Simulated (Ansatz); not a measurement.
Take MoSi2 (space group I4/mmm, No. 139; a = 3.217 Å, c = 7.875 Å; relaxed with 0.1 eV smearing) as the base.

Structures relaxed with PBE in Ansatz (plane waves to 420 eV, PAW, without spin-orbit coupling).

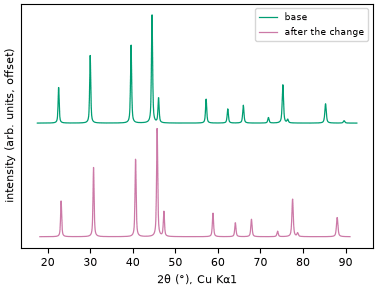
Figure: Simulated powder patterns before (top) and after one change

Which of these changes matches the shifts?
A. isotropic strain −2.50 %
B. isotropic strain −0.50 %
C. isotropic strain −1.50 %
D. isotropic strain +2.50 %

A, isotropic strain −2.50 %. Its volume per atom is 12.59 Å³ against 13.58 Å³, and its space group is I4/mmm (No. 139).

Stability against distortions was not tested. The final runs are not spin-polarised.

Ansatz is a first-principles code.
